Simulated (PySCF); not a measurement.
**CH12O2Si4: density, localisation and related maps**

```xyz
19

O     0.5811   -0.7669   -2.0051
Si   -0.0214   -0.6576   -0.4966
Si   -1.1334   -2.6333   -0.1553
C     1.3376   -0.2019    0.7622
Si    2.2922    1.3961    0.3983
O    -1.0725    0.5984   -0.5039
Si   -2.1196    1.6322    0.1568
H     0.9234   -0.0026   -2.4634
H    -1.1948   -3.4975   -1.3382
H    -0.4925   -3.4375    0.8968
H    -2.5233   -2.4489    0.2858
H     0.8835   -0.1162    1.7498
H     2.0472   -1.0275    0.8263
H     3.2541    1.6407    1.4798
H     3.0345    1.2611   -0.8633
H     1.3891    2.5444    0.2937
H    -1.4447    2.9279    0.2332
H    -2.4876    1.1489    1.4887
H    -3.2627    1.6495   -0.7529
```

Geometry: GFN2-xTB.

Theory: PBE0/pcSseg-1, SCF density, gas phase, non-relativistic (PySCF).

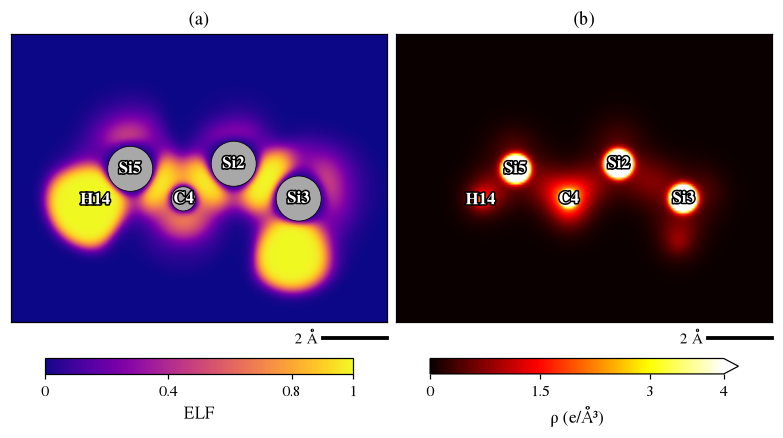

Figure 1. (a) electron localisation function; (b) total electron density on the plane of atoms Si2, C4 and Si5. Grey discs cover the atomic cores in the ELF map.

Q: Describe what can be read from this map.

A: The plane passes through Si, C and H nuclei.
C–Si (1.90 Å): ρ at the midpoint is about 0.89 e/Å³; the ELF peaks at about 0.95 between the atoms, as expected for a shared electron pair.
Si–Si (2.29 Å): the density is about 0.72 e/Å³ at the midpoint; the ELF peaks at about 1 between the atoms (a covalent bond).
Si–H (1.47 Å): ρ at the midpoint is about 0.8 e/Å³; the ELF climbs to about 1 towards the hydrogen, as it does in any bond to H.

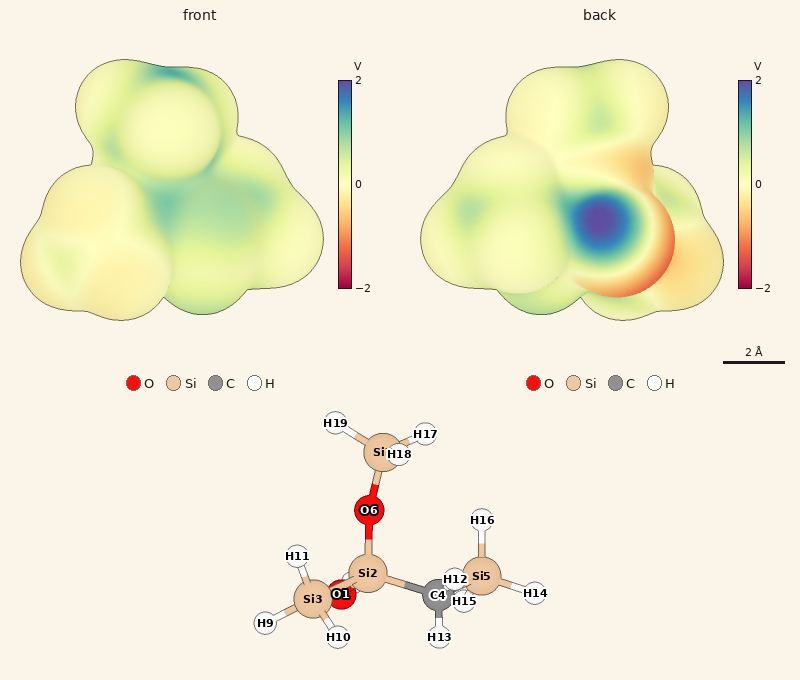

Figure 2. The electrostatic potential painted on the density surface at 0.001 e/bohr³, seen from the front and from behind; the colour scale runs from red (negative) to blue (positive). The bare structure is drawn below in the same view.

Q: Which sites attract a positive test charge, and which a negative one?

A: A positive charge is drawn to the negative regions and a negative charge to the positive ones. The most negative region (about −1.2 V) lies over O1, the most positive (about +1.9 V) over H8. O1 is the likeliest acceptor of a hydrogen bond.

Q: What dipole moment does the calculation give?

A: Its dipole moment is 1.38 D.
